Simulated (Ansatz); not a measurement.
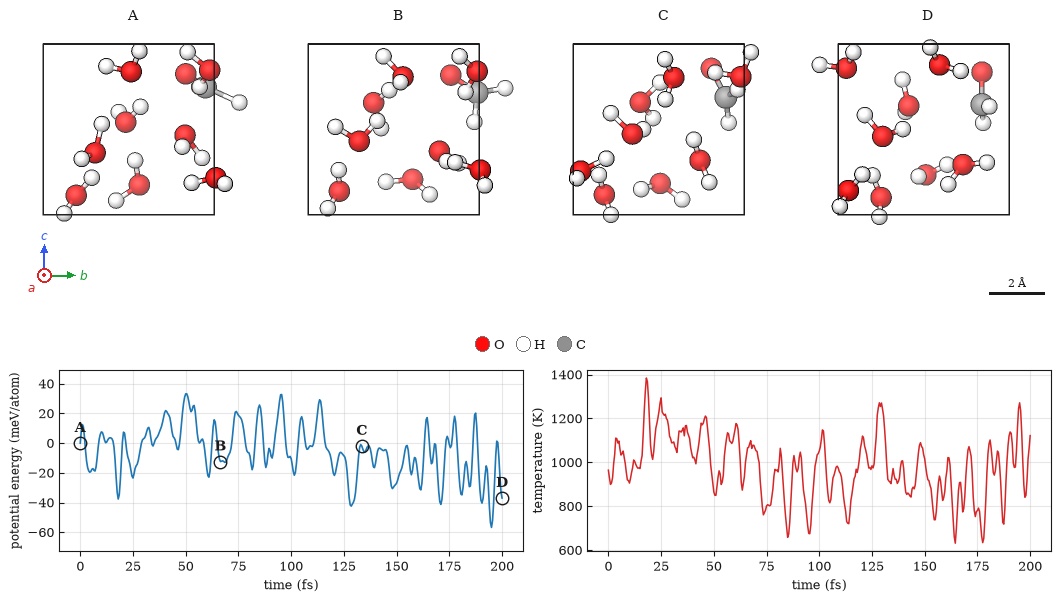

First-principles dynamics of a periodic cell with 8 H2O + 1 H2CO at 1.201 g/cm³, 200 fs long. It starts from the last geometry of an earlier run, with fresh velocities. Frames (A at 0 fs, B at 66 fs, C at 134 fs, D at 200 fs) and the history of the run. The picture is a ball-and-stick view of the simulation cell, seen along the a axis. Atoms that leave the cell re-enter on the other side.

The calculation used Ansatz, DFT PBE-D3(BJ), scalar-relativistic, plane waves, PAW. Set-up: plane-wave cutoff 420 eV; k-point mesh 1 × 1 × 1; Fermi-Dirac smearing 0.05 eV; Langevin thermostat (NVT); set temperature 1000 K; time step 0.5 fs; friction 0.005 per fs.

Q: What happens in this trajectory?

A: Over the second half the temperature averages 946 K (spread ±134 K). The potential energy in the second half lies on average 11.7 meV per atom below the first frame. Root-mean-square distances from the starting positions over the second half, with the common drift of all atoms taken out: H 1.46 Å, C 0.97 Å, O 0.74 Å. The heavy atoms stay within a fraction of a molecule's size of their starting places; so short a run doesn't tell a liquid from a solid.

Limits of the set-up: the periodic images lie only 6.2 Å apart, so the values are limited by the cell's size.
